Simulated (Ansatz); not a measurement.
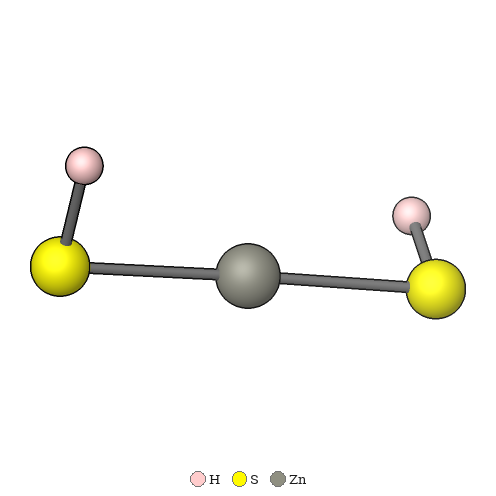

Ball-and-stick drawing of a structure. Every bond is drawn as one stick, whatever its order.

**Which formula does it have?**

H2S2Zn, 5 atoms: 2 hydrogen, 2 sulfur and 1 zinc.

**How many bonds of each kind are drawn?**

2 S–H, 2 S–Zn. Sticks follow a distance rule.

The parts below concern this one geometry. Atoms keep their numbers from picture to picture. Computed geometry: PBE0-D4/def2-TZVP optimisation.

## Electronic properties

Method: RKS PBE0-D4/def2-TZVPP (Ansatz 0.2.0).

What does the calculation give?

- HOMO energy (Kohn–Sham orbital): −7.53 eV
- LUMO energy (Kohn–Sham orbital): −0.97 eV
- HOMO–LUMO gap: 6.56 eV

## Dipole moment

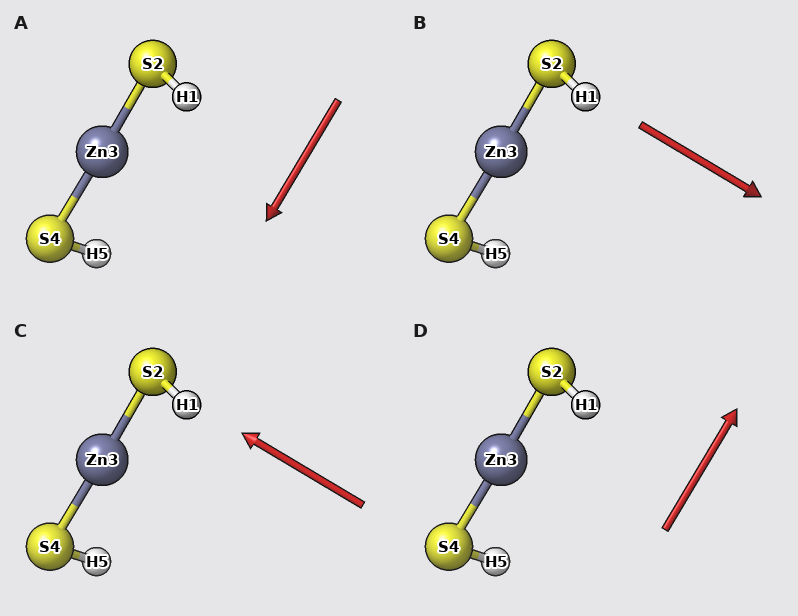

The same molecule four times, each with an arrow. Method: RKS PBE0-D4/def2-TZVP (Ansatz 0.2.0).

**Which arrow points along the dipole moment, from the negative to the positive end?**

B. The dipole moment is 1.03 D; it points from the side of S2, Zn3, S4 to the side of H1, H5 (the outermost atoms at the two ends).

## Thermal motion

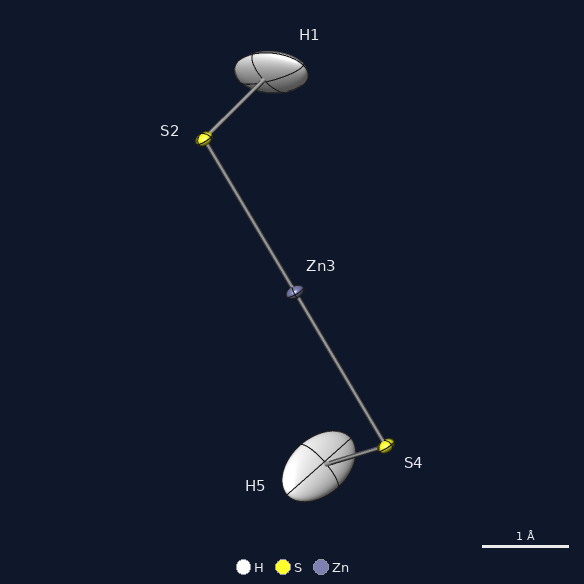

Displacement ellipsoids at the 50 % level, from the internal vibrations of the free molecule (harmonic, no overall translation or rotation; no half-axis is drawn under 0.075 Å). Vibrations computed with RKS PBE0-D4/def2-TZVP (Ansatz 0.2.0). Temperature: 298 K.

**Which atom has the largest mean-square displacement?**

H1, H5, with U_eq = 0.0709 Å².

**Does H5 move more along its bond or across it?**

Across it: the root-mean-square amplitude is 0.106 Å along the bond and up to 0.397 Å across, since bending and torsion are softer than stretching.

Give the displacement parameters, one line for each set of equivalent atoms.

| atom | U_eq (Å²) | rms amplitudes (Å) |
| --- | --- | --- |
| H1, H5 | 0.0707 | 0.095, 0.215, 0.396 |
| S2, S4 | 0.0042 | 0.039, 0.072, 0.076 |
| Zn3 | 0.0038 | 0.018, 0.074, 0.074 |
